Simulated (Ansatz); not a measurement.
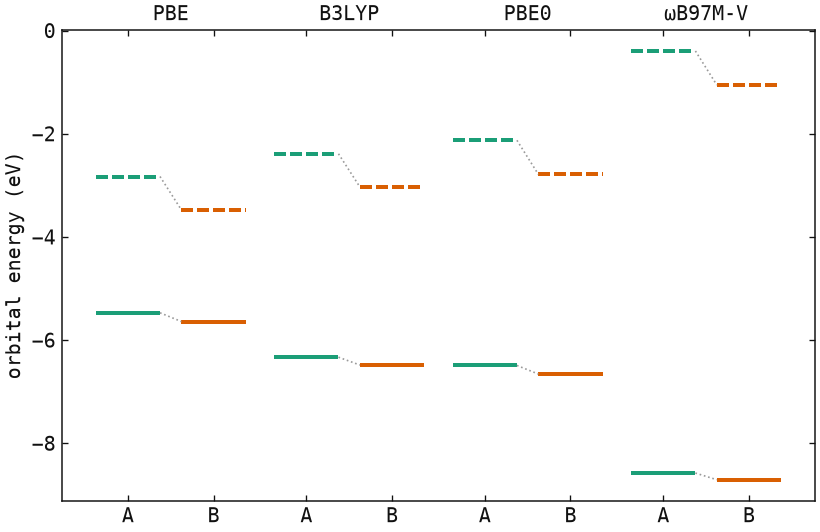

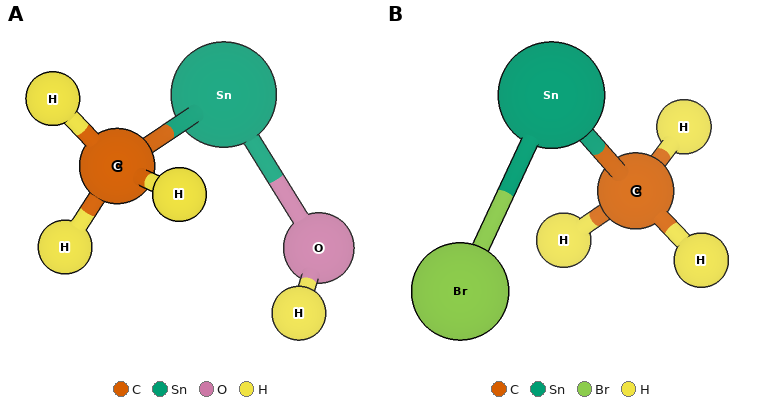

One change: A, CH₄OSn (SMILES [CH3][Sn][OH]), becomes B, CH₃BrSn (SMILES [CH3][Sn][Br]). OH on Sn is replaced by Br. HOMO (solid) and LUMO (dashed) computed in def2-TZVPP at PBE0-D4/def2-TZVP geometries, both minima by their frequencies, gas phase, the Ansatz code.

Question: What does the change do to HOMO and LUMO?

Answer: PBE: the HOMO falls by 0.17 eV, the LUMO falls by 0.65 eV, and the separation goes from 2.64 to 2.16 eV. B3LYP: the HOMO falls by 0.15 eV, the LUMO falls by 0.64 eV, and the separation goes from 3.94 to 3.45 eV. PBE0: the HOMO falls by 0.17 eV, the LUMO falls by 0.66 eV, and the separation goes from 4.37 to 3.87 eV. ωB97M-V: the HOMO falls by 0.13 eV, the LUMO falls by 0.66 eV, and the separation goes from 8.18 to 7.65 eV.

Question: Do the functionals agree on the effect?

Answer: They agree on the direction for both levels; the HOMO shift lies between −0.17 and −0.13 eV and the LUMO shift between −0.66 and −0.64 eV, while the separations themselves differ by up to 5.5 eV between functionals.

Note: core potentials past krypton; spin-orbit coupling is left out, and with Sn it can shift these values.
